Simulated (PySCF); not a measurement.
# H2O3Si2: the cost of one run

Program: PySCF 2.14.0. Level of theory: relaxation, pbe, def2-tzvp, and further levels as typed in the inputs. These are calculated values, not measurements.

**1. The starting structure**

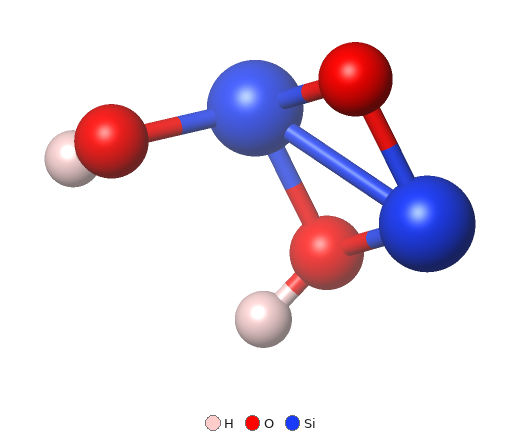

The starting structure, seen from a chosen angle (hydrogen pink, oxygen red, silicon blue).

Structure file:

```xyz
7

H     2.2190    1.0322   -1.2824
O     1.4623    1.5345   -0.9420
Si    1.0145    0.3500    0.1620
O    -0.4246    0.8887    0.9309
Si   -1.3345   -0.2578    0.0311
O     0.1045   -0.7965   -0.7378
H     0.3253   -0.7386   -1.6805
```

**2. Relaxation: H2O3Si2, charge +1**

The input, run.py:

```python
from pyscf import gto, dft
from pyscf.geomopt.geometric_solver import optimize
mol = gto.M(atom="mol.xyz", basis="def2-tzvp", charge=1, spin=1, verbose=4)
mf = dft.UKS(mol, xc="pbe").density_fit().run(conv_tol=1e-9)
for i in range(6):  # look for a lower solution of the same spin
    mo, _, ok, _ = mf.stability(return_status=True)
    if ok: break
    mf.kernel(mf.make_rdm1(mo, mf.mo_occ))
print(f"converged SCF energy = {mf.e_tot:.10f}, stable: {ok}")
mf = mf.newton()  # steadier than the usual iterations for open shells
m = optimize(mf, maxsteps=60)
print("optimised structure (A):")
for k in range(m.natm): print(m.atom_symbol(k), *(f"{x:.8f}" for x in m.atom_coords(unit="A")[k]))
```

Command:

```sh
$ python run.py
```

**Question.** How long does this run take on 8 threads of Arm Neoverse V1, shared host?

About 5.5 min.
